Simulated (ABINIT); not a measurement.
# NaF (Villiaumite): changed settings of a GW run in ABINIT, part 2 of 2

Aim: change inputs of a GW run on NaF (Villiaumite) and see what moves.

ABINIT 10.8.3; PBE and many-body steps on it, plane waves. Known limits of the many-body steps: not at the basis limit.

So far. Step 2 (Screening, 6×6×6 mesh, 100 bands, screening to 217.7 eV): Local fields lower ε∞ by 5 %. Step 3 (Base): The gap on the mesh goes from 6.39 eV to 10.50 eV, a correction of +4.11 eV.

The database entry behind the starting cell differs from later determinations by our own check (0.1 to 0.3 % short, probably kX units), so it need not match the best structure at ambient conditions.

**6. No symmetry in the self-energy**

Level of this step: G0W0 on PBE, plane waves, norm-conserving pseudopotentials (ABINIT).

The input, run.abi:

```
acell 3*1.0 Angstrom
rprim 
  0.000000000000 2.310000000000 2.310000000000
  2.310000000000 0.000000000000 2.310000000000
  2.310000000000 2.310000000000 0.000000000000
ntypat 2
znucl 11 9
natom 2
typat 1 2
xred 
  0.000000000000 0.000000000000 0.000000000000
  0.500000000000 0.500000000000 0.500000000000
pp_dirpath "pseudos"
pseudos "Na.upf, F.upf"
ecut 38
ngkpt 6 6 6
nshiftk 1
shiftk 0 0 0
kptopt 1
chksymbreak 0
istwfk *1
occopt 1
irdwfk 1
optdriver 4
nband 100
gwcalctyp 0
ecutsigx 38
symsigma 0
nkptgw 1
kptgw 
  0.0000000000 0.0000000000 0.0000000000
bdgw 
  6 12
ecuteps 8
irdscr 1
ppmodel 1
indata_prefix "in"
outdata_prefix "out"
tmpdata_prefix "tmp"
```

Run with:

```console
> OMP_NUM_THREADS=1 mpirun -n 4 abinit run.abi > log
```

The log of the run:

```text
.Version 10.8.3 of ABINIT. v10.8.2 released Aug 2026.

 Symmetries : space group Fm -3 m (#225); Bravais cF (face-center cubic)
[... echo of the input left out ...]
== DATASET  1 ==================================================================
-   mpi_nproc: 4, omp_nthreads: 1 (-1 if OMP is not activated)

--- !DatasetInfo
iteration_state: {dtset: 1, }
dimensions: {natom: 2, nkpt: 16, mband: 100, nsppol: 1, nspinor: 1, nspden: 1, mpw: 1874, }
cutoff_energies: {ecut:  38.0, pawecutdg:  -1.0, }
[...]
10  17.827  -7.169  -2.170  -3.171   0.905  -0.105  -5.515   1.654  19.481
       11  17.827  -7.169  -2.170  -3.171   0.905  -0.105  -5.515   1.654  19.481
       12  17.827  -7.169  -2.170  -3.171   0.905  -0.105  -5.516   1.654  19.480

== END DATASET(S) ==============================================================
================================================================================

 -outvars: echo values of variables after computation  --------
           etotal      0.0000000000E+00
            nband         100
             nkpt          16
          spgroup         225
 [... the other variables as echoed above ...]

 Calculation completed.
```

The job ended after 78 s (4 MPI ranks of Intel Xeon Platinum 8259CL at 2.50GHz (Skylake/Cascade Lake), shared host; peak memory 0.9 GiB).

Numbers from this step:

| Property | Result |
| --- | --- |
| G0W0 gap on the points computed | 10.50 eV |
| starting gap on the mesh | 6.390 eV |
| k of the valence top | 0, 0, 0 |
| k of the conduction bottom | 0, 0, 0 |
| least direct G0W0 gap on the computed points | 10.50 eV |

Against G0W0 in ABINIT (6×6×6 mesh, 100 bands, screening to 217.7 eV, Godby-Needs plasmon pole), the gap moves by −0.001 eV.

**7. Broadening of the poles**

run.abi, as its differences from that of step 6:

```diff
@@ -27,3 +27,3 @@
 ecutsigx 38
-symsigma 0
+symsigma 1
 nkptgw 1
@@ -36,2 +36,3 @@
 ppmodel 1
+zcut 1.0 eV
 indata_prefix "in"
```

The log of the run:

```text
.Version 10.8.3 of ABINIT. v10.8.2 released Aug 2026.

 Symmetries : space group Fm -3 m (#225); Bravais cF (face-center cubic)
[... echo of the input left out ...]
== DATASET  1 ==================================================================
-   mpi_nproc: 4, omp_nthreads: 1 (-1 if OMP is not activated)

--- !DatasetInfo
iteration_state: {dtset: 1, }
dimensions: {natom: 2, nkpt: 16, mband: 100, nsppol: 1, nspinor: 1, nspden: 1, mpw: 1874, }
cutoff_energies: {ecut:  38.0, pawecutdg:  -1.0, }
[...]
10  17.827  -7.169  -2.170  -3.172   0.904  -0.106  -5.517   1.653  19.479
       11  17.827  -7.169  -2.170  -3.172   0.904  -0.106  -5.517   1.653  19.479
       12  17.827  -7.169  -2.170  -3.172   0.904  -0.106  -5.517   1.653  19.479

== END DATASET(S) ==============================================================
================================================================================

 -outvars: echo values of variables after computation  --------
           etotal      0.0000000000E+00
            nband         100
             nkpt          16
          spgroup         225
 [... the other variables as echoed above ...]

 Calculation completed.
```

The job ended after 9 s (4 MPI ranks; peak memory 0.75 GiB; 35 s of CPU time).

This step gave:

```yaml
g0w0_gap_on_the_points_computed: 10.50 eV
starting_gap_on_the_mesh: 6.390 eV
k_of_the_valence_top: 0, 0, 0
k_of_the_conduction_bottom: 0, 0, 0
least_direct_g0w0_gap_on_the_computed_points: 10.50 eV
```

Against G0W0 in ABINIT (6×6×6 mesh, 100 bands, screening to 217.7 eV, Godby-Needs plasmon pole), the gap moves by +0.000 eV.

**8. Contour deformation on a plasmon-pole file**

run.abi, as its differences from that of step 7:

```diff
@@ -25,3 +25,3 @@
 nband 100
-gwcalctyp 0
+gwcalctyp 2
 ecutsigx 38
@@ -35,4 +35,2 @@
 irdscr 1
-ppmodel 1
-zcut 1.0 eV
 indata_prefix "in"
```

The log of the run:

```text
.Version 10.8.3 of ABINIT. v10.8.2 released Aug 2026.

 Symmetries : space group Fm -3 m (#225); Bravais cF (face-center cubic)
================================================================================
 Values of the parameters that define the memory need of the present run
     intxc =       0    ionmov =       0      iscf =       7    lmnmax =       5
     lnmax =       5     mgfft =      36  mpssoang =       3    mqgrid =    3001
     natom =       2  nloc_mem =       1    nspden =       1   nspinor =       1
    nsppol =       1      nsym =      48    n1xccc =    2501    ntypat =       2
    occopt =       1   xclevel =       2
-    mband =         100        mffmem =           1         mkmem =           4
       mpw =        1874          nfft =       46656          nkpt =          16
================================================================================
  Rough estimation (10% accuracy) of disk space for files :
================================================================================

--------------------------------------------------------------------------------
------------- Echo of variables that govern the present computation ------------
--------------------------------------------------------------------------------
 -outvars: echo values of preprocessed input variables --------
            acell      1.8897261259E+00  1.8897261259E+00  1.8897261259E+00 Bohr

             bdgw           6      12
      chksymbreak           0
             ecut      3.80000000E+01 Hartree
          ecuteps      8.00000000E+00 Hartree
         ecutsigx      3.80000000E+01 Hartree
          ecutwfn      3.80000000E+01 Hartree
-          fftalg         312
        gwcalctyp           2
           irdscr           1
           irdwfk           1

[...]
setmesh: FFT mesh size selected  =    36x   36x   36
          total number of points  =        46656

 Number of electrons calculated from density =   16.0000; Expected =   16.0000
 average of density, n =  0.096174
 r_s =    1.3540
 omega_plasma =   29.9147 [eV]

 === KS Band Gaps ===
  >>>> For spin  1
   Minimum direct gap =   6.3895 [eV], located at k-point      :   0.0000  0.0000  0.0000
   Fundamental gap    =   6.3895 [eV], Top of valence bands at :   0.0000  0.0000  0.0000
                                       Bottom of conduction at :   0.0000  0.0000  0.0000
 SIGMA fundamental parameters:
 CONTOUR DEFORMATION
 number of plane-waves for SigmaX                 1837
 number of plane-waves for SigmaC and W            169
 number of plane-waves for wavefunctions          1837
 number of bands                                   100
 number of independent spin polarizations            1
 number of spinorial components                      1
 number of k-points in IBZ                          16
 number of q-points in IBZ                          16
 number of symmetry operations                      48
 number of k-points in BZ                          216
 number of q-points in BZ                          216
 number of frequencies for dSigma/dE                 9
 frequency step for dSigma/dE [eV]                0.25
 number of omega for Sigma on real axis              0
 max omega for Sigma on real axis  [eV]           0.00
 zcut for avoiding poles [eV]                     0.10

 EPSILON^-1 parameters (SCR file):
 dimension of the eps^-1 matrix on file            169
 dimension of the eps^-1 matrix used               169
 number of plane-waves for wavefunctions          1837
 number of bands                                   100
 number of q-points in IBZ                          16
 number of frequencies                               2
 number of real frequencies                          1
 number of imag frequencies                          1

 matrix elements of self-energy operator (all in [eV])

 Perturbative Calculation

--- !ERROR
message: |
    Fatal error

--- !ERROR
message: |
    Fatal error

--- from the log ---
Fatal error
```

It took 3.5 s on 4 MPI ranks; peak memory 0.52 GiB.

The run stopped with an error after 3.5 s.

The fault put into this input: contour deformation on a plasmon-pole file.

**9. Unknown plasmon-pole model**

run.abi, as its differences from that of step 8:

```diff
@@ -25,3 +25,3 @@
 nband 100
-gwcalctyp 2
+gwcalctyp 0
 ecutsigx 38
@@ -35,2 +35,3 @@
 irdscr 1
+ppmodel 7
 indata_prefix "in"
```

The log of the run:

```text
.Version 10.8.3 of ABINIT. v10.8.2 released Aug 2026.

 Symmetries : space group Fm -3 m (#225); Bravais cF (face-center cubic)
================================================================================
 Values of the parameters that define the memory need of the present run
     intxc =       0    ionmov =       0      iscf =       7    lmnmax =       5
     lnmax =       5     mgfft =      36  mpssoang =       3    mqgrid =    3001
     natom =       2  nloc_mem =       1    nspden =       1   nspinor =       1
    nsppol =       1      nsym =      48    n1xccc =    2501    ntypat =       2
    occopt =       1   xclevel =       2
-    mband =         100        mffmem =           1         mkmem =           4
       mpw =        1874          nfft =       46656          nkpt =          16
================================================================================
  Rough estimation (10% accuracy) of disk space for files :
================================================================================

--------------------------------------------------------------------------------
------------- Echo of variables that govern the present computation ------------
--------------------------------------------------------------------------------
 -outvars: echo values of preprocessed input variables --------
            acell      1.8897261259E+00  1.8897261259E+00  1.8897261259E+00 Bohr

             bdgw           6      12
      chksymbreak           0
             ecut      3.80000000E+01 Hartree
          ecuteps      8.00000000E+00 Hartree
         ecutsigx      3.80000000E+01 Hartree
          ecutwfn      3.80000000E+01 Hartree
-          fftalg         312
           irdscr           1
           irdwfk           1

              ixc     -101130
[...]
pspatm : epsatm=    9.36084378
         --- l  ekb(1:nproj) -->
[...]
pspatm: atomic psp has been read  and splines computed

- F Generated using ONCVPSP code by D. R. Hamann
-  9.00000   7.00000  171031                  znucl, zion, pspdat
12 -101130 2 -1 832                           pspcod,pspxc,lmax,lloc,mmax
     nproj     2     2     1
  pspatm : epsatm=    4.87625608
         --- l  ekb(1:nproj) -->
             0    6.519403    1.070094
             1   -3.955629   -1.291931
             2   -2.441503
 pspatm: atomic psp has been read  and splines computed

   2.27793598E+02                                ecore*ucvol(ha*bohr**3)
--------------------------------------------------------------------------------

 ==== K-mesh for the wavefunctions ====
 Number of points in the irreducible wedge :    16
 Reduced coordinates and weights :

     1)     0.00000000E+00  0.00000000E+00  0.00000000E+00       0.00463
     2)     1.66666667E-01  0.00000000E+00  0.00000000E+00       0.03704
     3)     3.33333333E-01  0.00000000E+00  0.00000000E+00       0.03704
[...]
Together with 48 symmetry operations and time-reversal symmetry
 yields   216 points in the full Brillouin Zone.

 ==== Q-mesh for screening function ====
 Number of points in the irreducible wedge :    16
 Reduced coordinates and weights :

[...]
15)    -3.33333333E-01  3.33333333E-01  1.66666667E-01       0.11111
    16)    -3.33333333E-01  5.00000000E-01  1.66666667E-01       0.05556

 Together with 48 symmetry operations and time-reversal symmetry
 yields   216 points in the full Brillouin Zone.

 vcoul_init : cutoff-mode = AUXILIARY_FUNCTION
 q-points for optical limit:   1
     1)      0.000010    0.000020    0.000030
 setmesh: FFT mesh size selected  =    36x   36x   36
          total number of points  =        46656

 Number of electrons calculated from density =   16.0000; Expected =   16.0000
 average of density, n =  0.096174
 r_s =    1.3540
 omega_plasma =   29.9147 [eV]

--- !BUG
message: |
    Wrong ppm%model: 7

--- !BUG
message: |
    Wrong ppm%model: 7

--- from the log ---
Wrong ppm%model: 7
```

The job ended after 3.1 s (4 MPI ranks; peak memory 0.47 GiB).

The run stopped with an error after 3.1 s.

The program's words: Wrong ppm%model: 7

The fault put into this input: unknown plasmon-pole model.

**10. Side by side**

Times are wall times on 4 MPI ranks of Intel Xeon Platinum 8259CL at 2.50GHz (Skylake/Cascade Lake), shared host, good to a factor of about two. A run's time includes the screening step that it read.

```
                           run   mesh  bands  screening cutoff (eV)  DFT gap (eV)  gap on the mesh (eV)  direct (eV)  ε∞ used     time
                          base  6×6×6    100                  217.7         6.390                10.499       10.499     1.80  1.7 min
fewer bands in the self-energy  6×6×6     18                  217.7         6.390                10.046       10.046     1.80     96 s
               exchange cutoff  6×6×6    100                  217.7         6.390                10.111       10.111     1.80  1.7 min
no symmetry in the self-energy  6×6×6    100                  217.7         6.390                10.498       10.498     1.80  2.8 min
       broadening of the poles  6×6×6    100                  217.7         6.390                10.499       10.499     1.80  1.7 min
```

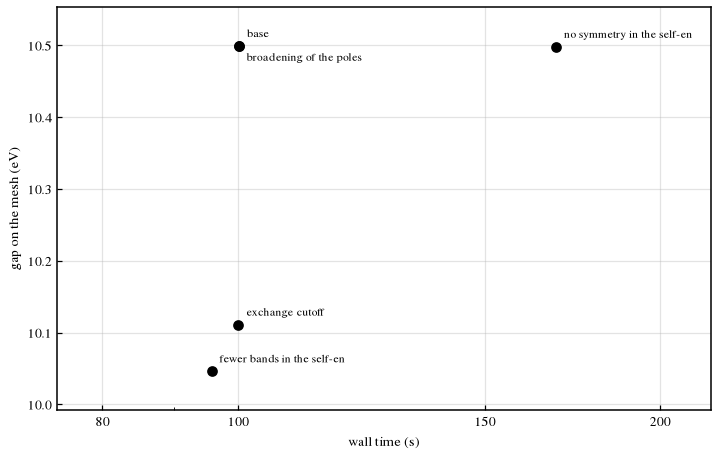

Result against wall time.

**11. Results**

```json
{
  "base": "10.499 eV",
  "fewer bands in the self-energy": "10.046 eV",
  "exchange cutoff": "10.111 eV",
  "no symmetry in the self-energy": "10.498 eV",
  "broadening of the poles": "10.499 eV",
  "known limits": "not at the basis limit"
}
```

In words: Fewer bands in the self-energy: −0.453 eV against base (keys changed: nband). Exchange cutoff: −0.388 eV against base (keys changed: ecutsigx). No symmetry in the self-energy: no change against base (keys changed: symsigma). Broadening of the poles: no change against base (keys changed: zcut). Bands and cutoff are finite, so the gap is not at the basis limit. The miss can reach some tenths of an eV and take either sign; the mesh is an error of its own. In the G0W0 runs levels were corrected at 1 k point alone, so a gap called «on the mesh» is the least over those, and an edge elsewhere would be missed.

[Paths, hosts, dates, memory and timing lines, banners, echoed tables and standing remarks are left out of the program output.]

[Logs are printed without paths, hosts, clocks, repeated set-up lines and the standing remarks that a program may print on its own settings, such as how far it seeks lower states.]

[Runs of the session that timed out or met a known fault of the program may be left out.]

[Hosts, paths, dates, database ids (printed as entryN), source tags and the programs' standing remarks are cut or masked in the printed files.]

[G0W0 gaps are taken among the corrected bands and points alone; a level outside them can change the order at an edge.]

[Where Ansatz stands beside ABINIT at settings called matched, ABINIT's density can come from a denser mesh and the files from another edition; pairs whose starting gaps differed by over 0.03 eV were left out, so agreement reads better than it is.]
